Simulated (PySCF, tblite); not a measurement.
**C4H8ClSi radical: geometry, infrared bands and EPR parameters**

Wanted: the infrared bands and EPR parameters of C4H8ClSi radical (`C=C[C@H](Cl)[CH][SiH3]`), by calculation.

Programs: tblite 0.8.0 and PySCF 2.14.0, with density-fitted response routines of our own. Each step states its level of theory. These are calculated values for one molecule in the gas phase, unless marked as measured. Atoms count from 0, in the outputs and in this text.

## (1) Starting geometry

14 atoms, charge 0, multiplicity 2; geometry from: force field or distance geometry start.

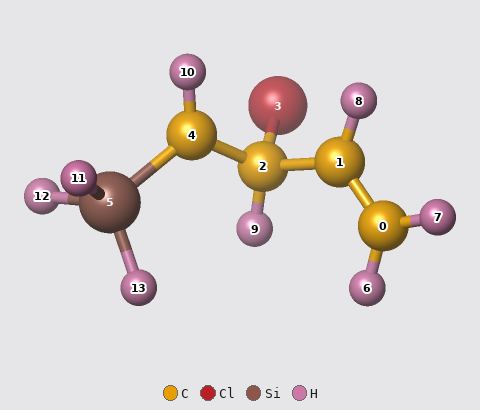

The starting geometry (carbon amber, chlorine red, silicon brown, hydrogen pink), atoms numbered; sticks join atoms by distance.

## (2) Relaxing the molecule with GFN2-xTB

The job: settings as JSON, then the geometry in Å.

```
{"job": {"kind": "relax", "xc": "GFN2-xTB", "basis": "xTB"}, "charge": 0, "multiplicity": 2}
C     -2.209000    -0.029800    -0.541200
C     -1.532800    -0.414000     0.531200
C     -0.092300    -0.894700     0.523400
Cl    -0.038700    -2.515900     1.239200
C      0.769800     0.006500     1.323700
Si     2.043300     1.010900     0.525300
H     -1.776600    -0.021600    -1.536500
H     -3.243400     0.303900    -0.445900
H     -2.021500    -0.405200     1.509800
H      0.248300    -1.010800    -0.505400
H      0.643800     0.098400     2.385300
H      2.125500     2.331400     1.192800
H      3.356900     0.336200     0.644300
H      1.726000     1.204200    -0.908000
```

The run is started by

```
> OMP_NUM_THREADS=1 python probes_run.py task.json out
```

The driver reads the jobs from task.json and runs them one after another.

Output:

```text
step      E/eV     max force
  0    -511.86238    1.533
  1    -511.92214    0.649
  2    -511.95088    0.430
  3    -511.96049    0.355
  4    -511.96762    0.242
  5    -511.97326    0.185
  6    -511.97691    0.153
  7    -511.97917    0.149
  8    -511.98154    0.156
  9    -511.98333    0.143
 10    -511.98494    0.119
 11    -511.98613    0.091
 12    -511.98694    0.071
 13    -511.98738    0.057
 14    -511.98770    0.064
 15    -511.98809    0.071
 16    -511.98854    0.067
 17    -511.98898    0.063
 18    -511.98935    0.051
 19    -511.98968    0.058
 20    -511.98999    0.054
 21    -511.99027    0.054
 22    -511.99050    0.046
 23    -511.99071    0.038
 24    -511.99092    0.045
 25    -511.99115    0.044
 26    -511.99139    0.039
 27    -511.99161    0.038
 28    -511.99181    0.047
 29    -511.99202    0.051
 30    -511.99229    0.045
 31    -511.99262    0.056
 32    -511.99294    0.052
 33    -511.99317    0.034
 34    -511.99333    0.034
 35    -511.99348    0.041
 36    -511.99367    0.043
 37    -511.99392    0.042
 38    -511.99420    0.047
 39    -511.99453    0.042
 40    -511.99490    0.058
 41    -511.99531    0.055
 42    -511.99569    0.054
 43    -511.99607    0.059
 44    -511.99655    0.063
 45    -511.99733    0.095
 46    -511.99844    0.108
 47    -511.99958    0.087
 48    -512.00038    0.060
 49    -512.00100    0.064
 50    -512.00178    0.077
 51    -512.00294    0.091
 52    -512.00460    0.106
 53    -512.00652    0.143
 54    -512.00837    0.129
 55    -512.01040    0.133
 56    -512.01239    0.110
 57    -512.01390    0.072
 58    -512.01504    0.086
 59    -512.01591    0.086
 60    -512.01671    0.081
 61    -512.01759    0.070
 62    -512.01828    0.054
 63    -512.01856    0.063
 64    -512.01895    0.048
 65    -512.01920    0.037
 66    -512.01998    0.036
 67    -512.02032    0.042
 68    -512.02065    0.042
 69    -512.02087    0.047
 70    -512.02120    0.048
 71    -512.02160    0.049
 72    -512.02197    0.045
 73    -512.02218    0.022
 74    -512.02226    0.020
 75    -512.02230    0.017
 76    -512.02236    0.016
 77    -512.02242    0.021
 78    -512.02248    0.018
 79    -512.02252    0.016
 80    -512.02255    0.011
 81    -512.02257    0.011
 82    -512.02259    0.010
 83    -512.02261    0.016
 84    -512.02263    0.020
 85    -512.02267    0.017
 86    -512.02271    0.014
 87    -512.02275    0.018
 88    -512.02279    0.019
 89    -512.02283    0.019
 90    -512.02289    0.020
 91    -512.02295    0.018
 92    -512.02300    0.020
 93    -512.02304    0.020
 94    -512.02310    0.021
 95    -512.02316    0.023
 96    -512.02323    0.020
 97    -512.02327    0.021
 98    -512.02332    0.020
 99    -512.02337    0.023
100    -512.02344    0.023
101    -512.02349    0.013
102    -512.02351    0.008
```

It took 0.64 s on 1 thread of Arm Neoverse V1, shared host.

Along the way: (not every step is listed)

| step | energy from step 0 (eV) | largest force (eV/Å) |
| --- | --- | --- |
| 0 | 0.0000 | 1.5326 |
| 1 | -0.0598 | 0.6487 |
| 2 | -0.0885 | 0.4299 |
| 3 | -0.0981 | 0.3548 |
| 4 | -0.1052 | 0.2420 |
| 5 | -0.1109 | 0.1855 |
| 6 | -0.1145 | 0.1534 |
| 7 | -0.1168 | 0.1486 |
| 8 | -0.1192 | 0.1565 |
| 16 | -0.1262 | 0.0665 |
| 24 | -0.1285 | 0.0451 |
| 32 | -0.1306 | 0.0520 |
| 40 | -0.1325 | 0.0581 |
| 48 | -0.1380 | 0.0604 |
| 56 | -0.1500 | 0.1099 |
| 64 | -0.1566 | 0.0481 |
| 72 | -0.1596 | 0.0452 |
| 80 | -0.1602 | 0.0114 |
| 88 | -0.1604 | 0.0193 |
| 96 | -0.1609 | 0.0199 |
| 97 | -0.1609 | 0.0213 |
| 98 | -0.1609 | 0.0200 |
| 99 | -0.1610 | 0.0229 |
| 100 | -0.1611 | 0.0228 |
| 101 | -0.1611 | 0.0131 |
| 102 | -0.1611 | 0.0081 |

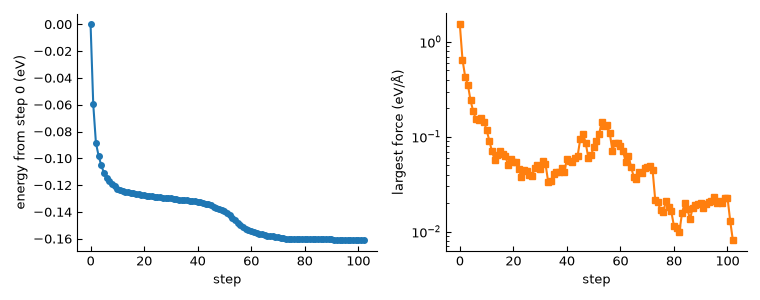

Energy and force, step by step.

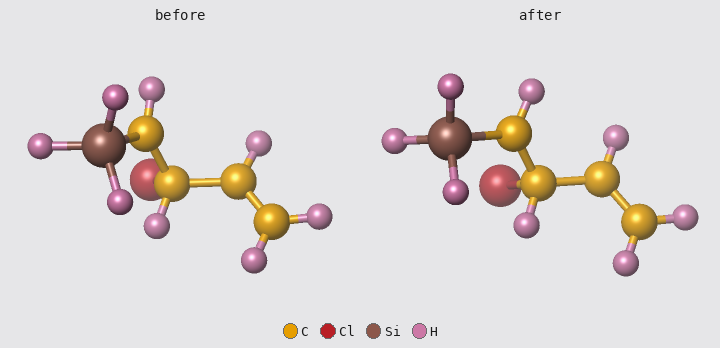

The geometry before (left) and after (right).

Distances of close pairs at the start and the end, largest changes first:

| bond | before (Å) | after (Å) | change (Å) |
| --- | --- | --- | --- |
| C2–Cl3 | 1.773 | 1.900 | +0.127 |
| C4–Si5 | 1.808 | 1.859 | +0.051 |
| C2–C4 | 1.482 | 1.446 | -0.036 |
| C1–C2 | 1.519 | 1.484 | -0.034 |
| Si5–H11 | 1.482 | 1.463 | -0.019 |
| C0–H7 | 1.091 | 1.076 | -0.015 |
| Si5–H13 | 1.481 | 1.466 | -0.015 |
| Si5–H12 | 1.482 | 1.467 | -0.014 |

The end geometry stands in the next job.

## (3) Harmonic vibrations with GFN2-xTB

The job: settings as JSON, then the geometry in Å.

```
{"job": {"kind": "ir", "xc": "GFN2-xTB", "basis": "xTB"}, "charge": 0, "multiplicity": 2}
C     -2.488838    -0.336149    -0.456712
C     -1.626806    -0.405230     0.542304
C     -0.161007    -0.542420     0.352694
Cl     0.254855    -2.304702     0.929955
C      0.654648     0.341115     1.155388
Si     2.338209     0.939737     0.643145
H     -2.171337    -0.384827    -1.485269
H     -3.545692    -0.225540    -0.286022
H     -1.958694    -0.360859     1.570543
H      0.123771    -0.567371    -0.698647
H      0.279929     0.541912     2.149561
H      2.638168     2.134928     1.430941
H      3.365035    -0.081414     0.879001
H      2.297081     1.250349    -0.788873
```

Output:

```text
mode    cm-1     km/mol
  1      42.4      0.28
  2      50.9      0.67
  3      80.4      0.58
  4     164.3      0.47
  5     234.4      3.07
  6     258.1     10.46
  7     339.4      1.91
  8     378.2     11.54
  9     469.9      6.15
 10     494.1     10.86
 11     553.3     60.33
 12     587.9     65.92
 13     674.3     20.12
 14     766.4    163.78
 15     783.3    362.97
 16     792.5    129.38
 17     825.1    123.57
 18     898.3     10.93
 19     926.5      9.03
 20    1013.1     23.07
 21    1098.7     22.24
 22    1120.8     13.28
 23    1185.0      7.79
 24    1195.3      6.75
 25    1278.9      9.18
 26    1334.1     14.17
 27    1410.2      1.04
 28    1696.5      3.63
 29    2218.1    253.82
 30    2242.9    200.34
 31    2271.4    301.82
 32    2973.4      9.19
 33    3059.6     10.63
 34    3071.1     16.17
 35    3103.7     12.70
 36    3133.3     31.44
```

Wall time 0.43 s (1 thread of Arm Neoverse V1, shared host).

Which atoms move in the most intense modes:

| cm⁻¹ | km/mol | atoms |
| --- | --- | --- |
| 588 | 65.9 | C4 33 %, H10 28 %, H12 14 % |
| 766 | 163.8 | H11 53 %, H13 37 % |
| 783 | 363.0 | H12 31 %, H11 30 %, H13 29 % |
| 792 | 129.4 | H12 53 %, H13 34 % |
| 825 | 123.6 | C4 39 %, Si5 24 %, H10 16 % |
| 2218 | 253.8 | H12 86 % |
| 2243 | 200.3 | H13 87 %, H12 10 % |
| 2271 | 301.8 | H11 96 % |

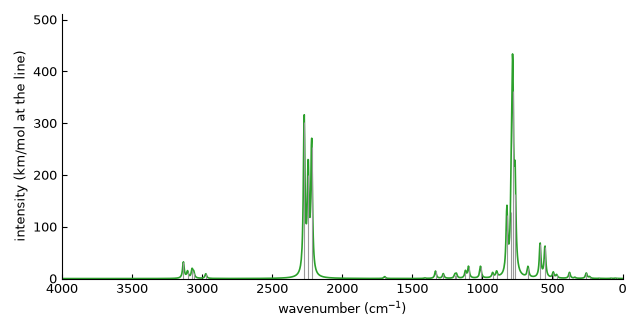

The infrared spectrum from these modes, unscaled. Lines are broadened to a width of 14 cm⁻¹ (Lorentzian).

## (4) EPR parameters: B3LYP/pcH-1

Same as in step 3 but for these lines:

```diff
@@ -1,2 +1,2 @@
-{"job": {"kind": "ir", "xc": "GFN2-xTB", "basis": "xTB"}, "charge": 0, "multiplicity": 2}
+{"job": {"kind": "epr", "basis": "pcH-1"}, "charge": 0, "multiplicity": 2}
 C     -2.488838    -0.336149    -0.456712
```

With the program's defaults for keys left out, this is: UKS B3LYP, pcH-1 on C Cl H Si, non-relativistic, mean-field spin-orbit, GIAO.

Output:

```text
UKS, coarse grid
  cycle   1  E = -906.84251089  |g| = 2.86e-01
  cycle   2  E = -906.84406341  |g| = 2.75e-01
  cycle   3  E = -906.87931776  |g| = 6.60e-02
  cycle   4  E = -906.88052191  |g| = 4.07e-02
  cycle   5  E = -906.88139232  |g| = 7.33e-03
  cycle   6  E = -906.88142119  |g| = 4.08e-03
  cycle   7  E = -906.88143023  |g| = 1.19e-03
  cycle   8  E = -906.88143033  |g| = 6.58e-04
UKS, final grid
  cycle   1  E = -906.88139645  |g| = 8.91e-04
  cycle   2  E = -906.88139593  |g| = 1.36e-03
  cycle   3  E = -906.88139686  |g| = 1.22e-04
  cycle   4  E = -906.88139687  |g| = 3.80e-05
  cycle   5  E = -906.88139687  |g| = 3.16e-05
  cycle   6  E = -906.88139688  |g| = 1.10e-05
E = -906.88139688 Eh   <S^2> = 0.7553 (exact 0.7500)
g shifts (ppm)      1          2          3
  rmc          -167       -167       -167
  gc             16         12         23
  oz_so        -390        106       3780
  total        -541        -48       3635
hyperfine (MHz)  atom isotope    a_iso     a_fc   dipolar eigenvalues
    0   13C       0.99       0.98     -2.11     -1.31      3.42
    1   13C      12.26      12.27     -2.66     -1.33      3.98
    2   13C      -9.42      -9.35     -4.88      0.20      4.69
    3  35Cl      38.86      37.60    -33.23    -30.44     63.67
    4   13C      77.14      77.20    -71.67    -70.45    142.11
    5  29Si      41.09      41.16     -2.43     -0.00      2.43
    6    1H      -0.68      -0.68     -1.24     -0.46      1.70
    7    1H      -0.10      -0.10     -1.42     -0.77      2.19
    8    1H      -0.65      -0.64     -2.78     -2.44      5.22
    9    1H       8.72       8.75     -5.65     -2.87      8.52
   10    1H     -52.61     -52.62    -33.49     -1.43     34.92
   11    1H       9.63       9.63     -3.17     -2.46      5.63
   12    1H      81.54      81.54     -3.19     -1.29      4.48
   13    1H      23.78      23.78     -3.04     -2.34      5.38
```

Wall time 72 s (1 thread of Arm Neoverse V1, shared host); peak memory 0.87 GiB.

Principal g values 2.00178, 2.00227, 2.00595; g(iso) = 2.00333, against 2.00232 for a free electron.

Mean a(iso) over the nuclei that a row names, and the largest dipolar term of the row (other rows stand at the frozen geometry):

| nuclei | isotope | a(iso) (MHz) | a(iso) (G, at g = 2.0023) | largest dipolar term (MHz) |
| --- | --- | --- | --- | --- |
| C4 | 13C | 77.1 | 27.5 | 142.1 |
| H10 | 1H | -52.6 | -18.8 | 34.9 |
| Si5 | 29Si | 41.1 | 14.7 | 2.4 |
| Cl3 | 35Cl | 38.9 | 13.9 | 63.7 |
| H11, H12, H13 | 1H | 38.3 | 13.7 | 5.6 |
| C1 | 13C | 12.3 | 4.4 | 4.0 |
| C2 | 13C | -9.4 | -3.4 | -4.9 |
| H9 | 1H | 8.7 | 3.1 | 8.5 |
| C0 | 13C | 1.0 | 0.4 | 3.4 |
| H6 | 1H | -0.7 | -0.2 | 1.7 |
| H8 | 1H | -0.6 | -0.2 | 5.2 |
| H7 | 1H | -0.1 | 0.0 | 2.2 |

Mulliken spin populations:

C0 0.02; C1 0.00; C2 -0.07; Cl3 0.15; C4 0.92; Si5 -0.04; H6 0.00; H7 0.00; H8 0.00; H9 0.00; H10 -0.04; H11 0.00; H12 0.04; H13 0.01

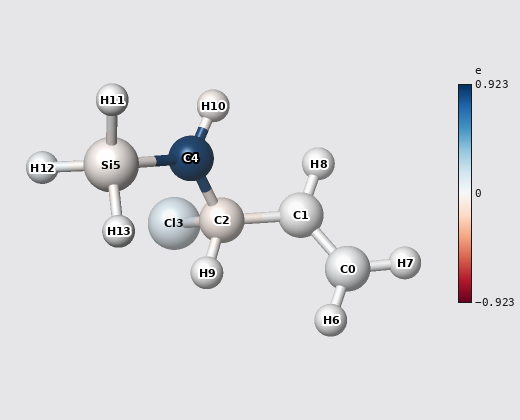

Mulliken spin populations, as colours on the atoms.

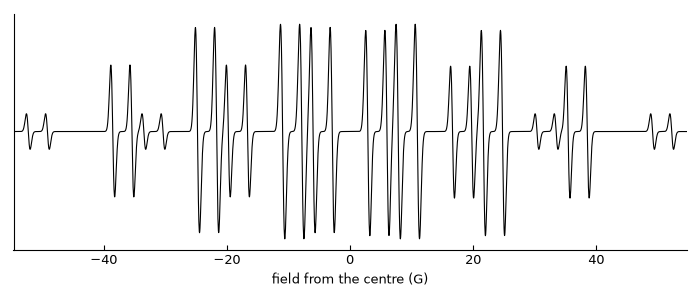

First-order isotropic spectrum (first derivative, main isotopes with spin only, couplings over 0.8 MHz, Gaussian width 0.3 G; couplings of the frozen geometry, rotation of groups not averaged beyond the rows shown).

The fields below are evaluated on a grid from the run's orbitals.

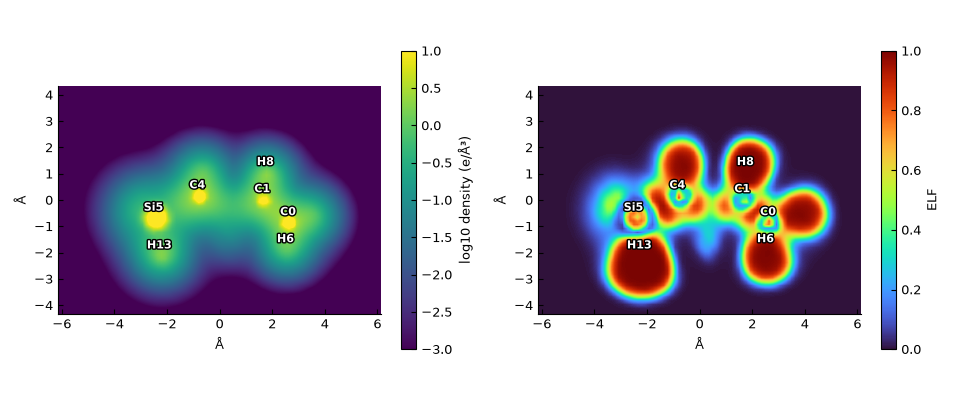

Density (left) and ELF (right) in a plane through or near 7 of the atoms.

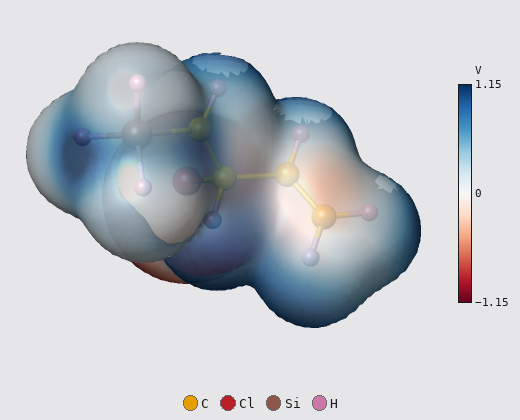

Electrostatic potential on the surface of density 0.002 e/bohr³; red is low, blue high. It runs from -0.86 V near Cl3 to 1.15 V near H13.

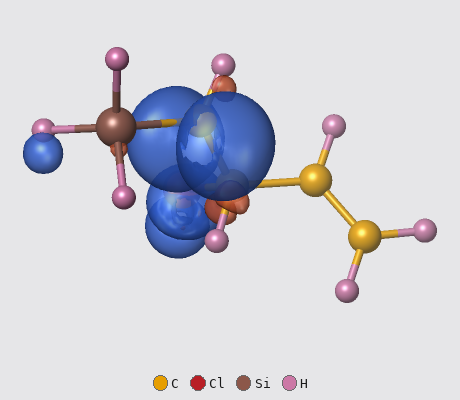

Spin density at ±0.03 e/Å³ (alpha excess blue, beta excess red).

## (5) Summary of results

| quantity | value |
| --- | --- |
| strongest single infrared mode (GFN2-xTB) | 783 cm⁻¹, 363 km/mol |
| zero-point energy (GFN2-xTB) | 61.1 kcal/mol |
| g(iso) (B3LYP) | 2.00333 |
| ⟨S²⟩ | 0.755 (exact 0.75) |
| largest a(iso) (averaged by class) | 13C on C4, 77.1 MHz |
| potential on the surface of density 0.002 e/bohr³, 1st and 99th percentile | -0.86 V and 1.15 V |

What this shows: The optimisation took 102 steps and gained 0.161 eV; among the close pairs (by a distance rule), C2–Cl3 changed most, from 1.773 to 1.900 Å. All 36 modes are real, so the xTB geometry is a minimum. The strongest single mode, at 783 cm⁻¹, has its largest shares on H12, H11 and H13 (the list is cut at 3 atoms). GFN2-xTB is a fitted tight-binding method: band positions and strengths are rough. Its intensities can rank the bands wrongly. C4 carries the largest spin population, 0.92 e. The isotropic g lies 1.0 ppt above the free-electron value. These values are for one conformer; the search (at its own cheap level) found 2 more, at 0.01, 2.04 kcal/mol (those within 0.05 may be mirror or relabelled copies), and measured spectra average over such forms.
